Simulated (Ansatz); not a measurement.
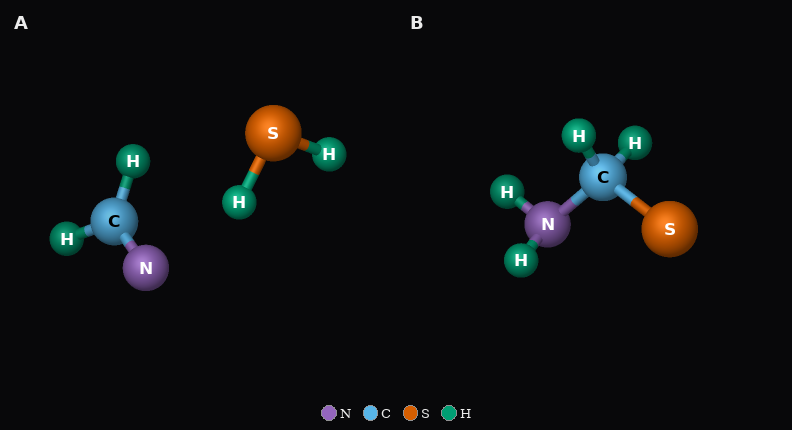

2 stationary structures of one formula. The species is neutral and a spin doublet. Geometries: PBE0-D4/def2-TZVP. Electronic energies: UHF-CCSD(T) (frozen core)/def2-TZVPP (Ansatz 0.2.0), without zero-point energy. No frequency run is at hand to confirm each as a minimum. Each is one conformer, not always the lowest.

Question: Rank them by energy, lowest first.

Answer: B is lowest (C1); A lies 74.6 kJ/mol above it (C1).

The determinant isn't a pure spin state (⟨S²⟩ up to 0.92).
